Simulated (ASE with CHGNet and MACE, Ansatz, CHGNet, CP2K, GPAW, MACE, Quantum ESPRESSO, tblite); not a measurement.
**Running generalised stacking fault on (111) (glide set) of a Ge-Sn solid solution (48 atoms) with machine-learned potentials**

Aim: run generalised stacking fault on (111) (glide set) of a Ge-Sn solid solution (48 atoms) in machine-learned potentials and see how near its forces come to a plane-wave reference, and at what cost.

Calculated with ASE with CHGNet and MACE; the method is named at each step.

## Step 1: Starting point

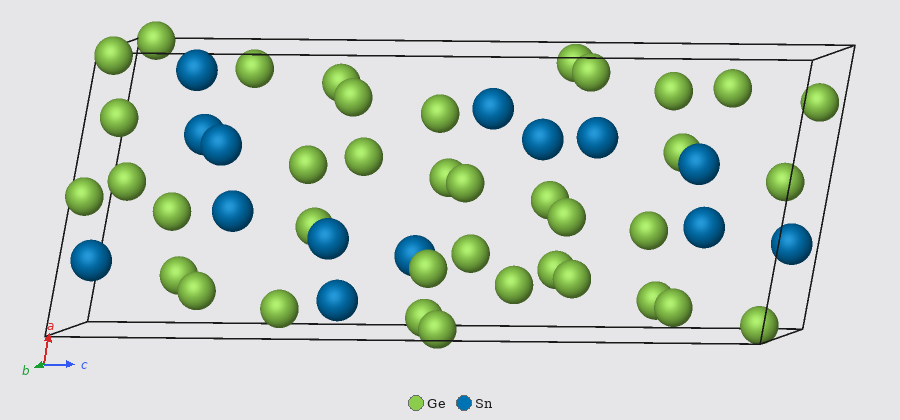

The starting structure, seen from the side, with the c axis across the page (germanium green, tin blue). Some periodic images of atoms are drawn too.

The cell holds 48 atoms: 34 Ge and 14 Sn. Cell: a = 8.334 Å, b = 7.218 Å, c = 20.867 Å, α = 90.0°, β = 79.5°, γ = 90.0°. Diamond-structure Ge lattice (a = 5.8932 Å, the value set for the mixture), cell with z along [111], 2 x 1 x 2 periods; the third cell vector is tilted by 0.917 of 1/2[1-10] and lengthened by 0.1 Å, so the cell holds one fault (glide set); displaced by a Gaussian of 0.01 Å; 14 of 48 Ge sites given to Sn at random (lattice constant by Vegard's rule between Ge and Sn). Then every atom was moved at random, 0.05 Å r.m.s. a Cartesian component. The structure's axis is c.

The yardstick, on the same geometry:

| Item | Value |
| --- | --- |
| method | Kohn-Sham DFT, PBE, PAW, plane waves (Ansatz 0.2.0); cutoff 420 eV, Γ point, fermi-dirac smearing of 0.05 eV; PAW set soft_2 |
| r.m.s. force component | 1.174 eV/Å |
| longest force | 5.181 eV/Å |
| pressure | 8.487 GPa |
| SCF cycles | 10 |
| time | 17 s on 4 threads of Arm Neoverse V2, shared host |
| CPU time | 63 s |

## Step 2: CHGNet r2SCAN potential

Method: machine-learned interatomic potential CHGNet r2SCAN, trained on r2SCAN plane-wave data.

The input, run.py:

```python
import numpy as np
from ase.io import read
import mlip  # loads the published weights by name

atoms = read("structure.xyz")
atoms.calc = mlip.calc("chgnet-r2scan")
energy = atoms.get_potential_energy()
forces = atoms.get_forces()
print(f"energy {energy:.6f} eV")
print("forces (eV/A)")
for i, (a, f) in enumerate(zip(atoms, forces)):
    print(f"{i:4d} {a.symbol:2s} {f[0]:10.5f} {f[1]:10.5f} {f[2]:10.5f}")
stress = -atoms.get_stress(voigt=False) * 160.21766
print("stress (GPa, compression positive)")
for row in stress:
    print(" ".join(f"{x:10.4f}" for x in row))
```

The input, structure.xyz:

```xyz
48
Lattice="8.33424 0.00000 0.00000 0.00000 7.21767 0.00000 3.81983 0.00000 20.51464" Properties=species:S:1:pos:R:3 pbc="T T T"
Ge 6.28357 3.57765 0.39327
Sn 6.28492 3.53348 2.93031
Sn 6.31692 6.05353 3.85060
Ge 6.23705 5.95443 6.42724
Sn 2.08177 3.57340 0.34670
Ge 2.15423 3.59909 2.94159
Ge 2.02997 5.89842 3.88917
Ge 1.99748 6.00041 6.37246
Ge 4.19331 0.03313 0.39265
Ge 4.25518 7.16751 2.96826
Sn 4.17661 2.45798 3.95892
Ge 4.19458 2.46418 6.39277
Sn 4.13900 4.73328 7.19715
Sn 4.15049 4.78799 9.79000
Ge 6.33364 1.13527 7.21992
Ge 6.21977 1.16941 9.76435
Ge 6.38688 3.62710 10.65243
Ge 6.37776 3.60429 13.16999
Ge 6.20642 5.96143 14.10730
Ge 6.29669 6.00900 16.53870
Ge 8.34854 0.01234 0.48230
Sn 8.39584 7.14311 2.93359
Ge 8.32431 2.35051 3.82372
Ge 8.41127 2.38659 6.38641
Ge 8.30071 4.87084 7.19182
Ge 8.32732 4.85049 9.76251
Sn 2.11768 1.19712 7.22751
Ge 2.09978 1.06677 9.79143
Ge 2.08708 3.64608 10.63007
Ge 10.41627 3.66578 13.19809
Ge 10.45140 6.00488 14.04966
Ge 10.38775 6.00279 16.51470
Ge 4.08834 0.02649 10.61325
Ge 4.10944 0.01213 13.15747
Ge 4.16108 2.44203 14.03058
Ge 4.02488 2.42276 16.54013
Ge 4.14019 4.81159 17.45529
Ge 4.12130 4.74468 20.00362
Sn 6.25073 1.18435 17.34595
Sn 6.27787 1.23206 19.94495
Sn 8.32664 0.09361 10.50678
Sn 8.38477 7.14557 13.20199
Sn 8.29622 2.29594 13.99222
Ge 8.36767 2.41438 16.53111
Sn 8.34840 4.79823 17.43293
Ge 8.33528 4.84724 20.00239
Ge 10.35546 1.21019 17.43519
Ge 10.44735 1.20614 20.00239
```

Started as:

```sh
OMP_NUM_THREADS=1 python run.py > output.txt
```

The program printed:

```text
CHGNet vr2scan initialized with 412,525 parameters
CHGNet will run on cpu
energy -810.230103 eV
forces (eV/A)
   0 Ge    0.92861   -0.19729   -0.74269
   1 Sn    0.73656   -0.23994   -0.71946
   2 Sn   -1.13530   -0.09265    1.08566
   3 Ge    0.20493    0.30427    0.29997
   4 Sn    2.07503    0.82155    1.28531
   5 Ge   -0.52028    0.04916    0.17568
   6 Ge    0.72254    0.03783   -0.04283
   7 Ge   -0.02249   -0.01624   -0.04231
   8 Ge    3.03739   -1.22533    0.96681
   9 Ge   -1.06620    0.19357   -0.32758
  10 Sn   -0.93964   -0.90771   -0.25163
  11 Ge    0.36081   -1.20644    0.64222
  12 Sn   -0.18380    0.88764   -0.37279
  13 Sn    0.33076    0.09109    0.91018
  14 Ge   -0.07495    0.19704    0.03485
  15 Ge   -0.49132    0.40008   -0.19013
  16 Ge   -0.12941   -0.16152    0.00919
  17 Ge   -0.86681    0.32321   -0.14497
  18 Ge   -0.27758   -0.07977   -0.29606
  19 Ge   -0.41570   -0.50025    0.05469
  20 Ge    0.96563   -0.40230   -0.96514
  21 Sn    1.42710    0.93775   -0.21276
  22 Ge    0.79532    0.02731    0.40907
  23 Ge   -0.41896    0.22496   -0.05849
[...]
40 Sn   -0.35009   -0.39170   -0.31792
  41 Sn   -0.29106   -1.74108   -0.10135
  42 Sn    0.43504    1.72432    0.48215
  43 Ge    0.18497   -0.04412    0.27089
  44 Sn    0.08260    0.10224    0.01117
  45 Ge   -0.82989    0.21373    0.14244
  46 Ge    0.21483   -0.19161    0.04959
  47 Ge   -1.47811    0.09363   -0.09373
stress (GPa, compression positive)
    3.0234    -1.1977     0.7678
   -1.1977     3.2289    -0.1379
    0.7678    -0.1379     3.4118
```

The job ended after 2.7 s (1 thread of Arm Neoverse V2, shared host; peak memory 0.54 GiB).

Banners, paths, timers and routine set-up lines are dropped from the logs unmarked, and long logs keep their key lines alone; longer cuts are marked.

Against the reference:

* r.m.s. force component: 0.6937 eV/Å
* r.m.s. difference of force components: 597.1 meV/Å
* longest difference of force vectors: 2061 meV/Å
* force difference over r.m.s. force: 50.86 %
* slope of forces against the reference's: 0.5452
* correlation of force components: 0.9228
* pressure: 3.221 GPa
* pressure difference: -5.266 GPa

Length of the force difference by element (eV/Å):

| element | atoms | mean | most |
| --- | --- | --- | --- |
| Ge | 34 | 0.96 | 2.1 |
| Sn | 14 | 0.91 | 1.6 |

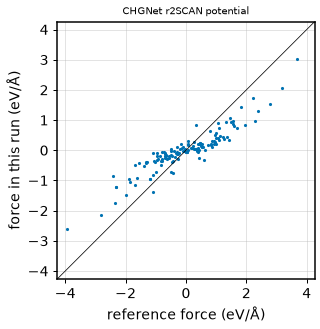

Force components against those of the reference; the line marks equality.

Local excerpt of 9 atoms (numbers count through the whole input) about Ge9, which bears the longest force; x, y, z are measured from there.

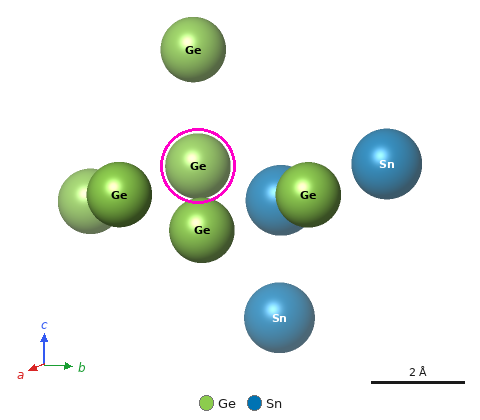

The atoms of the table, within 4.2 Å (arrows a, b, c point along x, y, z); some may hide others; the central atom is ringed.

| atom | x | y | z | distance (Å) | bonds | Fx | Fy | Fz (eV/Å) |
| --- | --- | --- | --- | --- | --- | --- | --- | --- |
| Ge9 | 0.00 | 0.00 | 0.00 | 0.00 | 4 | 3.04 | -1.23 | 0.97 |
| Sn40 | -1.74 | 1.20 | -0.96 | 2.32 | 4 | -2.15 | -0.73 | -0.18 |
| Ge10 | 0.06 | -0.08 | 2.58 | 2.58 | 4 | -1.07 | 0.19 | -0.33 |
| Ge46 | 0.32 | -2.40 | -0.90 | 2.59 | 4 | -0.83 | 0.21 | 0.14 |
| Ge48 | 2.43 | 1.17 | -0.90 | 2.85 | 4 | -1.48 | 0.09 | -0.09 |
| Ge1 | 2.09 | 3.54 | 0.00 | 4.11 | 4 | 0.93 | -0.20 | -0.74 |
| Sn5 | -2.11 | 3.54 | -0.05 | 4.12 | 4 | 2.08 | 0.82 | 1.29 |
| Sn39 | -1.76 | 1.15 | -3.56 | 4.14 | 4 | -0.34 | 0.26 | -1.37 |
| Ge21 | 4.16 | -0.02 | 0.09 | 4.16 | 4 | 0.97 | -0.40 | -0.97 |

Atoms are counted from 1 here, from 0 in the log.

Forces lie 51 % from the reference's, at 0.041 times its CPU time (on 1 against 4 cores).

## Step 3: MACE MPA-0 medium potential

Method: machine-learned interatomic potential MACE MPA-0 medium, trained on PBE(+U) plane-wave data.

run.py, as its differences from that of step 2:

```diff
@@ -5,3 +5,3 @@
 atoms = read("structure.xyz")
-atoms.calc = mlip.calc("chgnet-r2scan")
+atoms.calc = mlip.calc("mace-mpa-0-medium")
 energy = atoms.get_potential_energy()
```

structure.xyz is that of step 2.

The program printed:

```text
energy -203.338579 eV
forces (eV/A)
   0 Ge    1.95630   -0.28198   -1.24453
   1 Sn    0.84392    0.36038   -0.60729
   2 Sn   -1.36670   -0.78968    1.11837
   3 Ge    0.69928    0.83531    0.20245
   4 Sn    3.56952    0.85572    1.78082
   5 Ge   -1.50369    0.23852    0.72873
   6 Ge    1.74297   -0.11034   -0.15517
   7 Ge   -0.13776   -0.56541   -0.65386
   8 Ge    4.23697   -2.04631    1.50542
   9 Ge   -2.03078    0.24445   -0.51086
  10 Sn   -1.01363   -1.55601   -1.16359
  11 Ge    1.15162   -2.38123    1.05642
  12 Sn   -0.43572    1.61725   -0.58876
  13 Sn    0.92979    0.19155    1.48081
  14 Ge   -0.37129    0.47301    0.07442
  15 Ge   -1.30864    1.25758   -0.51401
  16 Ge   -0.32094   -0.60290    0.02128
  17 Ge   -2.12887    0.76432   -0.31120
  18 Ge   -0.50129   -0.15525   -0.67843
  19 Ge   -1.36657   -0.95657   -0.18488
  20 Ge    1.87930   -1.01042   -2.15597
  21 Sn    1.48945    1.24387    0.18048
  22 Ge    1.70383    0.47851    0.76435
  23 Ge   -1.48773    0.91624   -0.55822
[...]
40 Sn   -0.57721   -1.17635    0.48430
  41 Sn   -0.76597   -2.24777   -0.46301
  42 Sn    1.15959    2.35294    0.82752
  43 Ge    0.45984   -0.59381    0.67201
  44 Sn    0.09691    0.06954    0.08294
  45 Ge   -1.57109    0.53786    0.87334
  46 Ge    0.27944   -0.39367   -0.07698
  47 Ge   -2.41441    0.45218   -0.28285
stress (GPa, compression positive)
    5.1171    -1.6670     1.3799
   -1.6670     4.6351    -0.4702
    1.3799    -0.4702     4.7399
```

Run time: 5.8 s. Hardware: 1 thread; peak memory 0.69 GiB.

Compared with the plane-wave run:

| Property | Result |
| --- | --- |
| r.m.s. force component | 1.183 eV/Å |
| r.m.s. difference of force components | 319 meV/Å |
| longest difference of force vectors | 1083 meV/Å |
| force difference over r.m.s. force | 27.17 % |
| slope of forces against the reference's | 0.9704 |
| correlation of force components | 0.9634 |
| pressure | 4.831 GPa |
| pressure difference | -3.657 GPa |

Against the first run (51 %), the force difference from the reference is 27 %, at 2.2 times the CPU time.

## Step 4: MACE MP-0b2 small potential

Method: machine-learned interatomic potential MACE MP-0b2 small, trained on PBE(+U) plane-wave data.

run.py, as its differences from that of step 3:

```diff
@@ -5,3 +5,3 @@
 atoms = read("structure.xyz")
-atoms.calc = mlip.calc("mace-mpa-0-medium")
+atoms.calc = mlip.calc("mace-mp-0b2-small")
 energy = atoms.get_potential_energy()
```

structure.xyz is that of step 3.

The program printed:

```text
energy -203.635074 eV
forces (eV/A)
   0 Ge    2.00731   -0.29166   -0.99376
   1 Sn    0.89484    0.24369   -0.59617
   2 Sn   -1.30255   -0.60885    1.19599
   3 Ge    0.58611    0.68222    0.20405
   4 Sn    3.46880    0.81003    1.72698
   5 Ge   -1.56061   -0.00088    0.61931
   6 Ge    1.84234    0.06746   -0.18716
   7 Ge   -0.18171   -0.62131   -0.49651
   8 Ge    4.28987   -2.04825    1.44822
   9 Ge   -2.06291    0.14506   -0.46138
  10 Sn   -0.99208   -1.50538   -1.09939
  11 Ge    1.33716   -2.31231    1.16980
  12 Sn   -0.44345    1.58702   -0.71355
  13 Sn    0.97880    0.07045    1.35513
  14 Ge   -0.62713    0.54565   -0.11494
  15 Ge   -1.35445    1.06860   -0.31324
  16 Ge   -0.13006   -0.66335    0.08115
  17 Ge   -1.90503    0.75097   -0.33934
  18 Ge   -0.54581   -0.18548   -0.76518
  19 Ge   -1.30909   -0.88743   -0.08583
  20 Ge    2.00348   -1.34238   -1.87354
  21 Sn    1.58187    1.19549    0.13019
  22 Ge    1.72523    0.60261    0.71087
  23 Ge   -1.43949    0.99191   -0.64619
[...]
40 Sn   -0.59449   -0.95543    0.29002
  41 Sn   -0.67331   -2.14076   -0.39555
  42 Sn    1.05621    2.17561    0.73054
  43 Ge    0.53861   -0.63453    0.52781
  44 Sn    0.10963    0.01853    0.27570
  45 Ge   -1.79363    0.69751    0.67275
  46 Ge    0.14400   -0.37876   -0.02128
  47 Ge   -2.56555    0.48207   -0.34654
stress (GPa, compression positive)
    4.2859    -1.7871     1.3311
   -1.7871     3.8174    -0.3637
    1.3311    -0.3637     4.5037
```

Elapsed: 5 s, on 1 thread; peak memory 0.66 GiB.

Compared with the plane-wave run:

- r.m.s. force component: 1.176 eV/Å
- r.m.s. difference of force components: 331.9 meV/Å
- longest difference of force vectors: 1067 meV/Å
- force difference over r.m.s. force: 28.27 %
- slope of forces against the reference's: 0.962
- correlation of force components: 0.9601
- pressure: 4.202 GPa
- pressure difference: -4.285 GPa

Against the first run (51 %), the force difference from the reference is 28 %, at 1.9 times the CPU time.

## Step 5: Side by side

Differences are against the plane-wave reference, forces as r.m.s. over components; share is that over the reference's r.m.s. force, slope the least-squares factor from reference forces to these. Total energies of different programs have different zeros and aren't compared.

| run | Δ force, r.m.s. (meV/Å) | share (%) | slope | Δ pressure (GPa) | cores | CPU time | memory (GiB) |
| --- | --- | --- | --- | --- | --- | --- | --- |
| reference | - | - | - | - | 4 | 63 s | 1.7 |
| CHGNet r2SCAN potential | 597 | 50.9 | 0.545 | -5.27 | 1 | 2.6 s | 0.54 |
| MACE MPA-0 medium potential | 319 | 27.2 | 0.970 | -3.66 | 1 | 5.6 s | 0.69 |
| MACE MP-0b2 small potential | 332 | 28.3 | 0.962 | -4.29 | 1 | 5 s | 0.66 |

Times of the machine-learned potentials are mostly Python's start and the loading of weights.

CPU time is summed over cores on a shared host, where runs went side by side, so it is rough. Symmetry, cutoffs, thresholds, outputs and thread counts weren't matched or tuned between programs; memory under MPI is the largest rank's times the ranks.

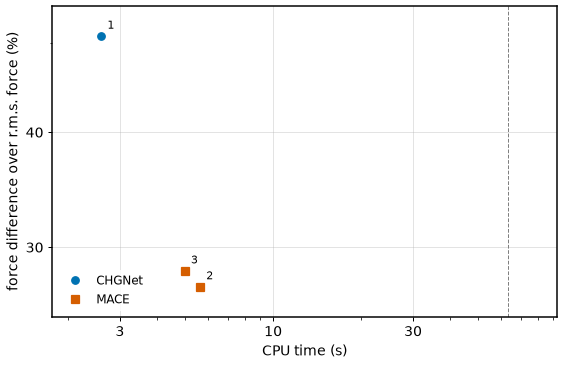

Force difference against CPU time; the dashed line marks the reference's time. Points: 1 CHGNet r2SCAN potential; 2 MACE MPA-0 medium potential; 3 MACE MP-0b2 small potential.

## Step 6: Outcome

| Item | Value |
| --- | --- |
| nearest in forces | MACE MPA-0 medium potential, 27 % |
| its CPU time | 5.6 s |

Machine-learned potentials differ by 27 % (MACE MPA-0 medium potential) to 51 % (CHGNet r2SCAN potential); they were trained on other programs' data, some at another functional. Machine-learned potentials mimic data converged in k, so the reference's own k-point error enters their differences. The reference's stress is far from hydrostatic: its diagonal is 16.1, 3.2, 6.1 GPa, compression counted positive. The host structure and its lattice constant were typed by rule, without a check against the phase diagram. The reference's pressure of 8.5 GPa belongs to a cell and atoms that aren't relaxed at this level. The electronic-structure runs sample only Γ, in a cell whose shortest periodic width is 7 Å, which is coarse for a cell with partly filled levels.

[Also dropped from logs without a mark: logging warnings of Python, and SIESTA's first energy breakdown and zero terms.]

[Logs are printed without paths, hosts, clocks, repeated set-up lines and the standing remarks that a program may print on its own settings, such as how far it seeks lower states.]

[Hosts, paths, dates, database ids (printed as entryN), source tags and the programs' standing remarks are cut or masked in the printed files.]
